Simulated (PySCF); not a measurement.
Vertical excitations of a molecule C₆H₆ from TDA-LC-ωPBE/def2-SVPD (PySCF), as energy in eV (oscillator strength): 5.80 (0.000), 5.95 (0.453), 6.48 (0.000), 6.59 (0.404), 7.17 (0.049), 7.48 (0.003), 7.69 (0.000), 7.96 (0.000), 8.01 (0.129), 8.11 (0.000). Lowest triplet (TDA): 2.86 eV. Geometry optimised at B3LYP-D3(BJ)/def2-SVP. Other conformers were not sampled.

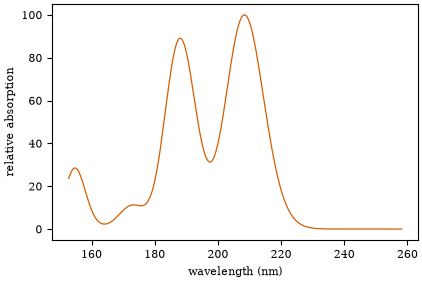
*The lines broadened by 0.4 eV.*

### Question
Identify the compound among the candidates.
A. c1ccccc1
B. C#CC(C)C#C
C. C#CC(=C)C=C
D. C=C1C=CC=C1

### Answer
C, C#CC(=C)C=C
